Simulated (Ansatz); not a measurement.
**Geometry relaxation of CH3Cl2FHf (part 2 of 2)**

The same run, continued: CH3Cl2FHf; RKS PBE/def2-SVP (Ansatz 0.2.0). It belongs to a series of runs on one base structure; here: end point A relaxed.

Geometry of the input (Å):
```
Hf 0.2320  0.0431  -1.0095
F  1.7739  1.4287  -0.2976
C  -0.3364  -0.1222  1.0541
H  0.4793  0.5811  1.2646
Cl -1.5871  0.9211  -2.2007
Cl 0.9029  -2.0782  -1.7497
H  -1.3071  0.3117  1.3663
H  -0.1575  -1.0852  1.5726
```

Trajectory as extended XYZ, continued
```
8
Properties=species:S:1:pos:R:3:forces:R:3 step=7 energy=-30137.15643
Hf    0.3214    0.1249   -0.9684    0.0003   0.0019   0.0002
F     1.7502    1.3883   -0.9154   -0.0056   0.0024   0.0037
C    -0.3009   -0.0814    1.1305   -0.0016  -0.0004   0.0047
H     0.4016    0.4387    1.8181    0.0086  -0.0093  -0.0057
Cl   -1.5565    0.9432   -2.1357   -0.0029  -0.0043   0.0036
Cl    1.0381   -2.0130   -1.6573    0.0039   0.0001   0.0073
H    -1.3132    0.3501    1.2941    0.0035   0.0110  -0.0045
H    -0.3407   -1.1508    1.4342   -0.0062  -0.0014  -0.0092
8
Properties=species:S:1:pos:R:3:forces:R:3 step=8 energy=-30137.15821
Hf    0.3218    0.1273   -0.9695   -0.0016  -0.0062   0.0060
F     1.7406    1.4019   -0.9153   -0.0051   0.0071   0.0007
C    -0.3002   -0.0809    1.1284   -0.0090  -0.0140   0.0045
H     0.4236    0.4050    1.8195   -0.0044  -0.0185  -0.0072
Cl   -1.5673    0.9253   -2.1330   -0.0014  -0.0047  -0.0012
Cl    1.0554   -2.0097   -1.6434    0.0058   0.0018   0.0020
H    -1.2968    0.3847    1.2976    0.0245   0.0051   0.0043
H    -0.3771   -1.1537    1.4156   -0.0088   0.0294  -0.0090
8
Properties=species:S:1:pos:R:3:forces:R:3 step=9 energy=-30137.16092
Hf    0.3215    0.1280   -0.9699   -0.0059  -0.0039   0.0050
F     1.7265    1.4180   -0.9159   -0.0077   0.0069  -0.0001
C    -0.3003   -0.0806    1.1278   -0.0082  -0.0115   0.0073
H     0.4487    0.3628    1.8213   -0.0134  -0.0260  -0.0139
Cl   -1.5762    0.9021   -2.1363    0.0032  -0.0075   0.0016
Cl    1.0776   -2.0038   -1.6356    0.0070   0.0040   0.0041
H    -1.2746    0.4267    1.3090    0.0357   0.0022   0.0044
H    -0.4233   -1.1533    1.3997   -0.0107   0.0358  -0.0083
8
Properties=species:S:1:pos:R:3:forces:R:3 step=10 energy=-30137.16495
Hf    0.3210    0.1294   -0.9706   -0.0053  -0.0074   0.0068
F     1.7090    1.4378   -0.9176   -0.0101   0.0078   0.0006
C    -0.3002   -0.0807    1.1268   -0.0118  -0.0174   0.0157
H     0.4770    0.3090    1.8224   -0.0268  -0.0340  -0.0230
Cl   -1.5869    0.8740   -2.1398    0.0032  -0.0088   0.0023
Cl    1.1049   -1.9960   -1.6247    0.0080   0.0060   0.0048
H    -1.2444    0.4768    1.3225    0.0510  -0.0043   0.0050
H    -0.4805   -1.1504    1.3811   -0.0081   0.0582  -0.0121
8
Properties=species:S:1:pos:R:3:forces:R:3 step=11 energy=-30137.17048
Hf    0.3205    0.1306   -0.9714   -0.0080  -0.0057   0.0079
F     1.6880    1.4606   -0.9188   -0.0124   0.0080   0.0009
C    -0.3001   -0.0807    1.1253   -0.0148  -0.0222   0.0275
H     0.5063    0.2444    1.8220   -0.0438  -0.0403  -0.0353
Cl   -1.5991    0.8407   -2.1432    0.0054  -0.0105   0.0039
Cl    1.1371   -1.9864   -1.6127    0.0091   0.0063   0.0061
H    -1.2053    0.5332    1.3392    0.0671  -0.0153   0.0030
H    -0.5474   -1.1423    1.3596   -0.0026   0.0797  -0.0140
8
Properties=species:S:1:pos:R:3:forces:R:3 step=12 energy=-30137.17070
Hf    0.3168    0.1322   -0.9759    0.0304   0.0155  -0.0034
F     1.6273    1.5211   -0.9194   -0.0516  -0.0310   0.0009
C    -0.3008   -0.0835    1.1174   -0.1614  -0.0026   0.4266
H     0.5808    0.0646    1.8095   -0.4487  -0.1015  -0.2970
Cl   -1.6341    0.7576   -2.1475    0.0229  -0.0229   0.0097
Cl    1.2299   -1.9607   -1.5732   -0.0101   0.0350   0.0085
H    -1.0918    0.6820    1.3851    0.4397  -0.4116  -0.0953
H    -0.7282   -1.1133    1.3040    0.1787   0.5190  -0.0500
8
Properties=species:S:1:pos:R:3:forces:R:3 step=13 energy=-30137.19120
Hf    0.3135    0.1411   -0.9754    0.0178  -0.0606   0.0055
F     1.6166    1.5346   -0.9179   -0.0370   0.0278  -0.0035
C    -0.3009   -0.0803    1.1193   -0.0404  -0.0346   0.1338
H     0.5800   -0.0123    1.8058   -0.1583  -0.0320  -0.1173
Cl   -1.6495    0.7023   -2.1599    0.0232   0.0066   0.0178
Cl    1.2606   -1.9344   -1.5733   -0.0105   0.0224   0.0185
H    -1.0263    0.7190    1.4124    0.1337  -0.1197  -0.0324
H    -0.7941   -1.0702    1.2890    0.0715   0.1901  -0.0223
8
Properties=species:S:1:pos:R:3:forces:R:3 step=14 energy=-30137.20163
Hf    0.3151    0.1350   -0.9775    0.0011  -0.0060   0.0075
F     1.5583    1.5817   -0.9169   -0.0045   0.0069   0.0002
C    -0.3007   -0.0847    1.1133    0.0032   0.0014  -0.0207
H     0.5883   -0.1333    1.7805   -0.0009  -0.0134   0.0053
Cl   -1.6582    0.6556   -2.1580   -0.0052  -0.0040  -0.0013
Cl    1.3151   -1.9233   -1.5450    0.0058   0.0001   0.0015
H    -0.9216    0.7801    1.4365    0.0090   0.0071   0.0082
H    -0.8964   -1.0112    1.2670   -0.0085   0.0079  -0.0008
8
Properties=species:S:1:pos:R:3:forces:R:3 step=15 energy=-30137.18981 accepted=F
Hf    0.3102    0.1364   -0.9792    0.0822   0.0013  -0.0247
F     1.4992    1.6311   -0.9097   -0.0525  -0.0413  -0.0151
C    -0.3036   -0.0848    1.1074   -0.1097   0.0272   0.3874
H     0.5962   -0.3224    1.7464   -0.4281   0.1012  -0.2203
Cl   -1.6895    0.5565   -2.1569    0.0076   0.0093  -0.0069
Cl    1.4076   -1.8840   -1.5197   -0.0360   0.0426   0.0123
H    -0.7601    0.8797    1.4834    0.2099  -0.5061  -0.1379
H    -1.0600   -0.9125    1.2282    0.3266   0.3658   0.0053
8
Properties=species:S:1:pos:R:3:forces:R:3 step=16 energy=-30137.20349
Hf    0.3163    0.1357   -0.9769   -0.0152   0.0208  -0.0174
F     1.5211    1.6160   -0.9243   -0.0036  -0.0215   0.0046
C    -0.2988   -0.0858    1.1128   -0.0375  -0.0020   0.1252
H     0.5898   -0.2302    1.7748   -0.1199   0.0132  -0.0829
Cl   -1.6647    0.6091   -2.1668    0.0112  -0.0084   0.0162
Cl    1.3530   -1.9077   -1.5330    0.0103   0.0036   0.0019
H    -0.8407    0.8260    1.4644    0.0722  -0.1205  -0.0363
H    -0.9761   -0.9631    1.2490    0.0825   0.1148  -0.0113
8
Properties=species:S:1:pos:R:3:forces:R:3 step=17 energy=-30137.20442
Hf    0.3138    0.1338   -0.9833    0.0250   0.0205   0.0400
F     1.5225    1.6103   -0.9222   -0.0215  -0.0082  -0.0055
C    -0.3018   -0.0844    1.1062   -0.0064  -0.0003   0.0564
H     0.5836   -0.2522    1.7618   -0.0429   0.0039  -0.0288
Cl   -1.6819    0.6029   -2.1474   -0.0039  -0.0045  -0.0214
Cl    1.3804   -1.8994   -1.5211   -0.0116  -0.0050  -0.0091
H    -0.8208    0.8342    1.4657    0.0297  -0.0486  -0.0229
H    -0.9958   -0.9452    1.2403    0.0314   0.0422  -0.0087
8
Properties=species:S:1:pos:R:3:forces:R:3 step=18 energy=-30137.20504
Hf    0.3147    0.1358   -0.9789    0.0000   0.0001   0.0013
F     1.5144    1.6192   -0.9229   -0.0014  -0.0003  -0.0008
C    -0.3000   -0.0845    1.1105    0.0000  -0.0003   0.0006
H     0.5819   -0.2641    1.7650   -0.0006  -0.0007   0.0001
Cl   -1.6750    0.5914   -2.1596    0.0012  -0.0009  -0.0011
Cl    1.3750   -1.8980   -1.5265   -0.0005   0.0012  -0.0002
H    -0.8085    0.8370    1.4717    0.0017   0.0000   0.0009
H    -1.0025   -0.9368    1.2407   -0.0004   0.0009  -0.0007
```

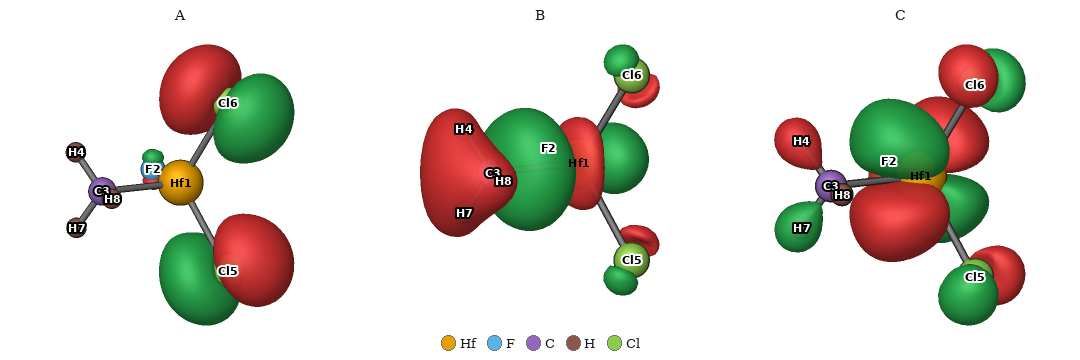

Figure 1. Three frontier orbitals at ±0.1 Å⁻³ᐟ² (green and red are the two phases). A is the HOMO−1 (−8.09 eV). B is the HOMO (−7.28 eV). Its weight (Hirshfeld) is mainly on C3 (50 %) and Hf1 (30 %). C is the LUMO (−2.48 eV). Its weight (Hirshfeld) is mainly on Hf1 (70 %), Cl5 (10 %) and Cl6 (10 %). The HOMO–LUMO gap is 4.80 eV between the orbital energies.

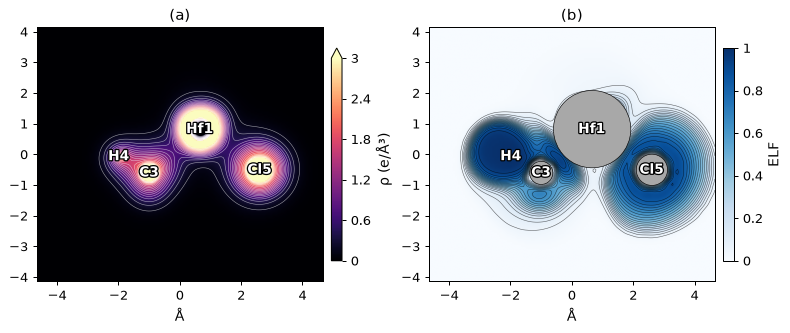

Figure 2. (a) electron density; (b) ELF on the plane of atoms Hf1, C3 and H4. Grey discs, where drawn, cover atomic cores. Atoms in the plane: Hf, C, H and Cl. Hf–Cl (2.36 Å): ρ at the midpoint is about 0.56 e/Å³; the ELF peaks at about 0.85 in the valence shell of Cl, 0.8 Å from its nucleus, and is about 0.35 at the midpoint. C–H (1.11 Å): ρ at the midpoint is about 1.8 e/Å³; the ELF climbs to about 1 towards the hydrogen, as it does in any bond to H; a covalent bond by its length.

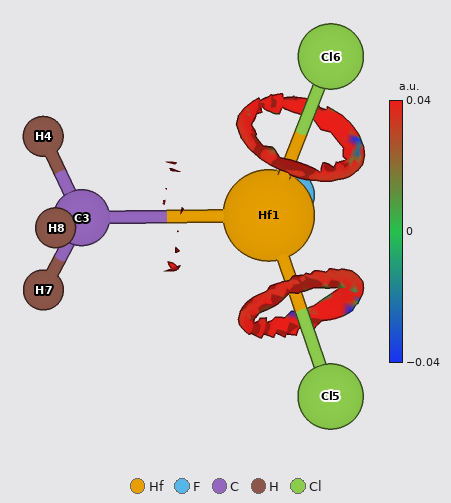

Figure 3. Non-covalent interaction (NCI) plot: the surface where the reduced density gradient is 0.6, for densities under 0.05 a.u., coloured by sign(λ₂)ρ; seen face on.

Key numbers

```json
{"quantity": "outcome", "value": "converged"}
{"quantity": "total energy", "value": "−30137.2051 eV"}
{"quantity": "mean-field energy", "value": "−30137.2051 eV"}
{"quantity": "largest force (length of the vector) at the end", "value": "0.002 eV/Å"}
{"quantity": "hardware", "value": "2 threads of Intel Xeon (Sapphire Rapids), 16 GiB of memory available, shared host"}
{"quantity": "wall time", "value": "33 s (CPU time 64 s)"}
{"quantity": "peak memory", "value": "0.26 GiB"}
```
